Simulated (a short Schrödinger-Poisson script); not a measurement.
Structure: symmetric double-gate stack, SiO2 on p-type Ge(111), at 77 K.

| layer | material | thickness (nm) | Na (cm⁻³) |
|---|---|---|---|
| 1 | SiO2 | 3.6 | - |
| 2 | Ge | 4 | 1e16 |
| 3 | SiO2 | 3.6 | - |

Constants are typed, rounded textbook-type inputs, not results; the design itself was drawn at random and stands for no fabricated device. SiO2: permittivity 3.9, conduction-band edge (eV) 3.1, gap (eV) 9, electron mass (mₑ) 0.5. Ge: permittivity 16, conduction-band edge (eV) 0, gap (eV) 0.664, Nv at 300 K (cm⁻³) 6e18.

Channel valleys (confinement mass, in-plane density-of-states mass, number): L1 1.59, 0.08, 1; L3 0.09, 0.34, 3. At the gates, both at one voltage, the conduction-band edge of layer 1 lies 3.46 eV − eVg above the Fermi level of the channel. Gaps are held at their typed values at every temperature. Mesh 0.03 nm at interfaces.

From a short Schrödinger-Poisson script (our own, NumPy): 1D Poisson equation in equilibrium, electrons quantum, Hartree (BenDaniel-Duke, 12 states a valley, the channel's in-plane mass for all, wave functions free to enter the dielectric), parabolic valleys, classical holes, full ionisation, no traps, pinning or gate leakage.

Only gate voltages with over 1e8 electrons/cm² are shown.

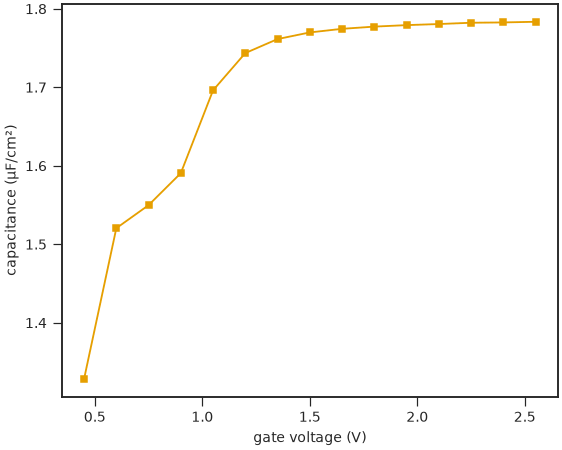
Fig. 1. Quasi-static capacitance against gate voltage

```tsv
Vg (V)	electrons (cm⁻²)	C (μF/cm²)	L1 E0 (meV)	L1 E1 (meV)	L3 E0 (meV)	L3 E1 (meV)
0.45	6.35e11	1.33	-18.4	22.9	98.1	528.4
0.75	3.42e12	1.55	-70.1	-31.9	44.6	470.3
1.05	6.42e12	1.70	-103.2	-68.0	10.0	431.0
1.35	9.68e12	1.76	-114.5	-82.5	-2.8	413.3
1.65	1.30e13	1.77	-121.1	-92.3	-10.8	400.3
1.95	1.63e13	1.78	-126.9	-101.1	-17.6	388.6
2.25	1.97e13	1.78	-132.6	-109.7	-24.0	377.3
2.55	2.30e13	1.78	-138.5	-118.2	-30.2	366.2
```

Subbands count from the Fermi level. The capacitance is that of both gates.

Only the L valleys are kept; under strong confinement the Δ valleys of Ge fill too.
